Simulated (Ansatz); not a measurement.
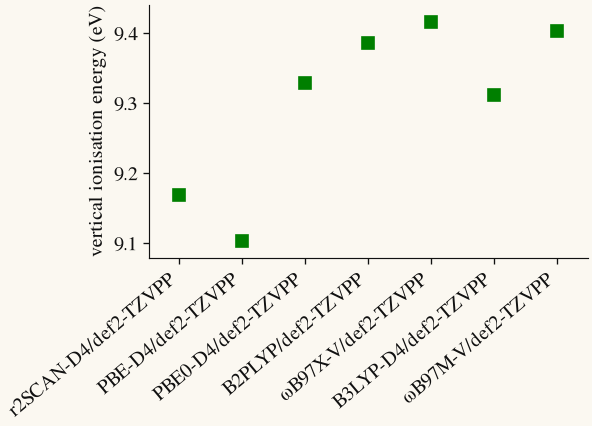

Vertical ionisation energy of C₇H₈Cl₂Si, SMILES C[Si](Cl)(Cl)c1ccccc1, taken as the energy of the cation less that of the neutral at fixed geometry (unrestricted doublet cation, cores frozen in correlated methods, no spin-orbit coupling), the Ansatz code 0.2.0, at a PBE0-D4/def2-TZVP geometry (no frequency check).

### What range do the values span?

From 9.10 eV (PBE-D4/def2-TZVPP) to 9.41 eV (ωB97X-V/def2-TZVPP).

### Give the values.

| level | eV |
| --- | --- |
| r2SCAN-D4/def2-TZVPP | 9.17 |
| PBE-D4/def2-TZVPP | 9.10 |
| PBE0-D4/def2-TZVPP | 9.33 |
| B2PLYP/def2-TZVPP | 9.38 |
| ωB97X-V/def2-TZVPP | 9.41 |
| B3LYP-D4/def2-TZVPP | 9.31 |
| ωB97M-V/def2-TZVPP | 9.40 |

Limits of at least one run: one conformer of a flexible molecule.
